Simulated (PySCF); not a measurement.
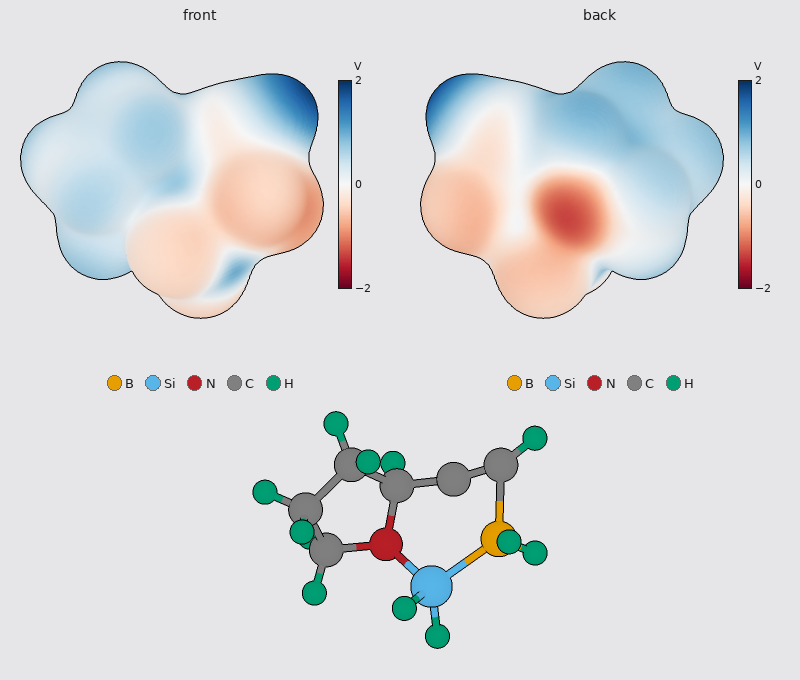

C₆H₁₂BNSi. The electrostatic potential painted on the density surface at 0.002 e/bohr³, seen from the front and from behind; red is negative and blue positive. The bare structure is drawn below in the same view.

Geometry: GFN2-xTB.

All numbers below come from PBE0/pcSseg-1, SCF density, gas phase, non-relativistic (PySCF 2.14.0).

| atom | x (Å) | y (Å) | z (Å) |
| --- | --- | --- | --- |
| B | 1.3869 | 1.9255 | 0.8502 |
| Si | 1.7878 | 0.0457 | 0.2720 |
| N | 0.4756 | -0.4034 | -0.7795 |
| C | 0.0155 | -1.7483 | -0.9954 |
| C | -1.1306 | -1.9405 | 0.0167 |
| C | -1.6705 | -0.5196 | 0.2574 |
| C | -0.7103 | 0.3887 | -0.5567 |
| C | -0.3237 | 1.6127 | 0.1260 |
| C | -0.1931 | 2.7304 | 0.6371 |
| H | 2.0919 | 2.6641 | 0.2461 |
| H | 1.4818 | 1.9682 | 2.0325 |
| H | 2.9834 | -0.2061 | -0.5520 |
| H | 1.9273 | -0.9161 | 1.3941 |
| H | 0.8299 | -2.4554 | -0.8550 |
| H | -0.3657 | -1.8468 | -2.0207 |
| H | -1.8971 | -2.6125 | -0.3656 |
| H | -0.7343 | -2.3590 | 0.9409 |
| H | -2.6991 | -0.4059 | -0.0819 |
| H | -1.6268 | -0.2551 | 1.3139 |
| H | -1.1794 | 0.6475 | -1.5218 |
| H | -0.4585 | 3.7029 | 0.9506 |

Question: Where is the surface potential most negative and most positive?

Answer: The most negative region (about −1.3 V) lies over N3, the most positive (about +1.8 V) over H21. N3 is the likeliest acceptor of a hydrogen bond.

Question: What dipole moment does the calculation give?

Answer: Its dipole moment is 3.19 D.
